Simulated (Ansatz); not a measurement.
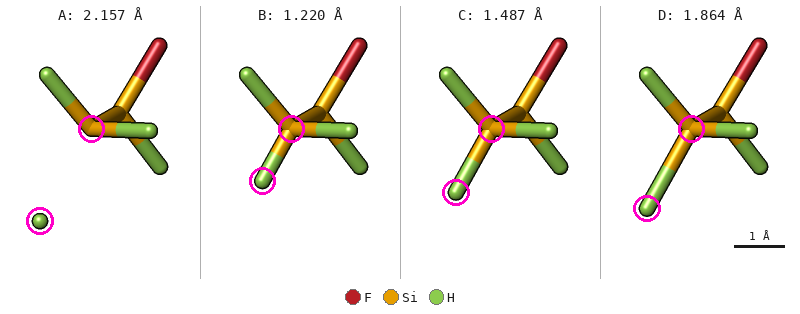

A scan of Si2H4F (multiplicity 2): one Si–H bond length is varied, with the rest of the molecule carried along rigidly. A stick model, seen from a free direction. The ringed atoms are those of the scanned coordinate.

Computed with Ansatz: PBE0-D4, basis def2-TZVPP, on geometries moved rigidly from the minimum at PBE0-D4/def2-TZVP. Energies are counted from the PBE0-D4/def2-TZVP minimum geometry at the same level.

### Order these geometries by energy, lowest first.

Lowest first: C (the distance 1.487 Å, 0.0 kcal/mol), D (the distance 1.864 Å, 17.2 kcal/mol), B (the distance 1.220 Å, 22.1 kcal/mol), A (the distance 2.157 Å, 39.3 kcal/mol). Over the whole scan: of the computed points the lowest is at the distance 1.487 Å, 0.0 kcal/mol. At the ends of the scan the energy is 22.1 kcal/mol (1.220 Å) and 39.3 kcal/mol (2.157 Å). The curvature at the lowest point is about 18 eV/Å² (2.9 mdyn/Å). The well is steeper on the short side, as for any bond.
